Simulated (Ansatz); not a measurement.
# Si2H5OF (SMILES O[SiH](F)[SiH3]) at BLYP/6-31G(d) (spherical functions)

What is the electronic atomisation energy of Si2H5OF at BLYP/6-31G* (spherical functions)? 

The results are computed with Ansatz 0.2.0.

75 further runs of the same task are left out: 75 set aside as unsound or not needed.

**1. The structure to begin with**

Si2H5OF has 9 atoms, charge 0, and is taken as a singlet. As SMILES, `O[SiH](F)[SiH3]`. The shape is that of a PBE0-D4/def2-TZVP optimisation. This is one conformer, not always the lowest.

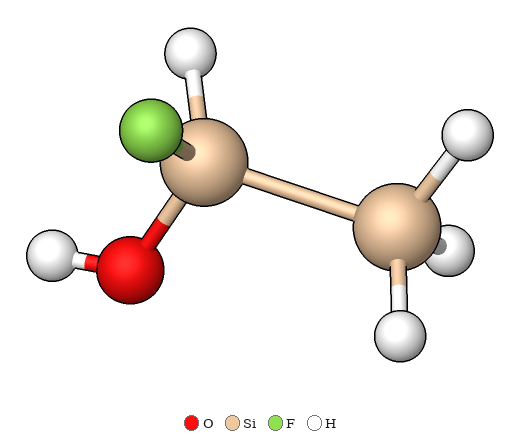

Viewed from a chosen angle; oxygen red, silicon light orange, fluorine green, hydrogen white.

**2. A single-point energy at BLYP/6-31G(d) (spherical functions)**

Contents of molecule.yaml:

```yaml
crystal:
  periodic: [false, false, false]
  atoms:
    - {symbol: O, position_ang: [-0.392500, -0.610800, 1.768100]}
    - {symbol: Si, position_ang: [-0.831500, -0.160600, 0.257700]}
    - {symbol: F, position_ang: [-1.775600, 1.133800, 0.319400]}
    - {symbol: Si, position_ang: [1.135000, 0.371100, -0.891700]}
    - {symbol: H, position_ang: [-1.050500, -1.005600, 2.343000]}
    - {symbol: H, position_ang: [-1.664600, -1.215400, -0.380600]}
    - {symbol: H, position_ang: [0.798700, 0.860600, -2.255200]}
    - {symbol: H, position_ang: [1.981700, -0.845200, -1.013900]}
    - {symbol: H, position_ang: [1.887800, 1.425600, -0.163800]}
basis:
  gaussian: {orbitals: 6-31G_st_-spherical.json}
hamiltonian: {xc: {name: BLYP}}
accuracy: high
output: {orbitals: {seedname: orbitals}}
```

The basis set 6-31G* is read from a file made from the Basis Set Exchange's data (not shown).

The run is started by

```bash
ansatz run molecule.yaml --threads 1 --pin off --max-ram 3480MiB --events-out events.jsonl --progress --plain --runs-dir runs
```

The program printed:

```text
Warning: RAYON_NUM_THREADS=1 ignored (pool sized by the plan → 1); use --threads N
Functional definition: BLYP
  name "BLYP"
  parameter beta = 0.0042
  parameter a = 0.04918
  parameter b = 0.132
  parameter c = 0.2533
  parameter d = 0.349
  exchange = b88_x(beta = beta)
  correlation = lyp_c(a = a, b = b, c = c, d = d)
1651 factors; integrals over basis functions are off by at most 5.1e-9 eV
mean field evaluation 1: about -20593.7441 eV, gradient 6.3e1 eV
mean field evaluation 2: about -20564.7945 eV, gradient 1.4e2 eV
mean field evaluation 4: about -20600.3559 eV, gradient 1.1e1 eV
mean field evaluation 8: about -20600.5389 eV, gradient 4.3e-1 eV
mean field evaluation 16: about -20600.5395 eV, gradient 5.5e-5 eV
mean field -20600.53949614 eV, -757.0558629359 hartree, gradient 7.2e-9 eV, S^2 0.000000; 0 other end points of the search recorded, 0 dependent functions left out
reference -20600.53955588 eV, -757.0558651313 hartree; 25, 25 occupied and 49, 49 virtual orbitals, 1651 factors
Total energy: -20600.53955588 eV, -757.0558651313 hartree
```

Wall time 3.9 s (1 thread of Intel Xeon 6975P-C (Granite Rapids), shared host); peak memory 0.2 GiB.

**3. The F atom**

Contents of run.yaml:

```yaml
crystal:
  periodic: [false, false, false]
  atoms:
    - {symbol: F, position_ang: [0.000000, 0.000000, 0.000000]}
basis:
  gaussian:
    orbitals: 6-31G_st_-spherical.json
magnetization:
  spin_polarized: true
  initial_magnetization: 1
hamiltonian:
  xc: {name: BLYP}
accuracy: high
```

The basis set 6-31G* is read from a file made from the Basis Set Exchange's data (not shown).

Run the same way, it converges to -99.70127 Eh (log not shown).

**4. The H atom at the same level**

Contents of molecule.yaml:

```yaml
crystal:
  periodic: [false, false, false]
  atoms:
    - {symbol: H, position_ang: [0.000000, 0.000000, 0.000000]}
basis:
  gaussian:
    orbitals: "6-31G*"
magnetization:
  spin_polarized: true
  initial_magnetization: 1
hamiltonian:
  xc: {name: BLYP}
accuracy: high
```

The run is started by

```bash
ansatz run molecule.yaml --threads 1 --pin off --max-ram 3480MiB --events-out events.jsonl --progress --plain --runs-dir runs
```

The program printed, cut to the lines that bear on the results:

```text
Warning: RAYON_NUM_THREADS=1 ignored (pool sized by the plan → 1); use --threads N
[... 9 set-up lines as earlier in the session ...]
3 factors; integrals over basis functions are off by at most 5.4e-10 eV
mean field evaluation 1: about -13.4819 eV, gradient 3.0e-1 eV
mean field evaluation 2: about -13.4827 eV, gradient 2.5e-2 eV
mean field evaluation 4: about -13.4818 eV, gradient 4.7e-6 eV
mean field evaluation 8: about -13.4818 eV, gradient 4.2e-8 eV
mean field -13.48175429 eV, -0.4954453319 hartree, gradient 4.2e-8 eV, S^2 0.750000; 0 other end points of the search recorded, 0 dependent functions left out
reference -13.48177882 eV, -0.4954462333 hartree; 1, 0 occupied and 1, 2 virtual orbitals, 3 factors
Total energy: -13.48177882 eV, -0.4954462333 hartree
```

Run time: 0.08 s. Hardware: 1 thread of Intel Xeon 6975P-C (Granite Rapids), shared host.

**5. The O atom, same level**

Contents of molecule.yaml:

```yaml
crystal:
  periodic: [false, false, false]
  atoms:
    - symbol: O
      position_ang: [0.000000, 0.000000, 0.000000]
basis:
  gaussian: {orbitals: 6-31G_st_-spherical.json}
magnetization: {spin_polarized: true, initial_magnetization: 2}
hamiltonian: {xc: {name: BLYP}}
accuracy: high
```

The basis set 6-31G* is read from a file made from the Basis Set Exchange's data (not shown).

Run the same way, it converges to -75.04555 Eh (log not shown).

**6. The Si atom, same level**

Contents of job.yaml:

```yaml
basis:
  gaussian:
    orbitals: 6-31G_st_-spherical.json
crystal:
  periodic: [false, false, false]
  atoms:
    - {symbol: Si, position_ang: [0.000000, 0.000000, 0.000000]}
magnetization:
  spin_polarized: true
  initial_magnetization: 2
hamiltonian:
  xc: {name: BLYP}
accuracy: high
```

The basis set 6-31G* is read from a file made from the Basis Set Exchange's data (not shown).

The run is started by

```bash
ansatz run job.yaml --threads 1 --pin off --max-ram 3480MiB --events-out events.jsonl --progress --plain --runs-dir runs
```

The program printed, cut to the lines that bear on the results:

```text
Warning: RAYON_NUM_THREADS=1 ignored (pool sized by the plan → 1); use --threads N
[... 9 set-up lines as earlier in the session ...]
141 factors; integrals over basis functions are off by at most 2.6e-9 eV
mean field evaluation 1: about -7873.6080 eV, gradient 2.7e0 eV
mean field evaluation 2: about -7873.6839 eV, gradient 1.4e0 eV
mean field evaluation 4: about -7873.7035 eV, gradient 1.2e-1 eV
mean field evaluation 8: about -7873.7036 eV, gradient 3.6e-5 eV
mean field evaluation 16: about -7873.7036 eV, gradient 4.2e-2 eV
mean field evaluation 32: about -7873.7036 eV, gradient 2.1e-8 eV
mean field -7873.70363731 eV, -289.3532716831 hartree, gradient 2.6e-8 eV, S^2 2.001543; 5 other end points of the search recorded, 0 dependent functions left out
reference -7873.70366594 eV, -289.3532727354 hartree; 8, 6 occupied and 10, 12 virtual orbitals, 141 factors
Total energy: -7873.70366594 eV, -289.3532727354 hartree
```

Run time: 0.73 s. Hardware: 1 thread of Intel Xeon 6975P-C (Granite Rapids), shared host.

**7. Results**

Level: BLYP/6-31G* (spherical functions).

| quantity | value |
| --- | --- |
| molecule: total energy | -757.05587 Eh |
| molecule: HOMO energy | -6.72 eV |
| molecule: LUMO energy | -0.38 eV |
| molecule: HOMO–LUMO gap | 6.34 eV |
| F atom: total energy | -99.70127 Eh |
| F atom: ⟨S²⟩ | 0.751 |
| H atom: total energy | -0.49545 Eh |
| H atom: ⟨S²⟩ | 0.750 |
| O atom: total energy | -75.04555 Eh |
| O atom: ⟨S²⟩ | 2.002 |
| Si atom: total energy | -289.35327 Eh |
| Si atom: ⟨S²⟩ | 2.002 |
| electronic atomisation energy | 30.620 eV |

In words: Taking the molecule apart into free atoms costs 30.62 eV (706 kcal/mol), before zero-point energy and without spin-orbit coupling.
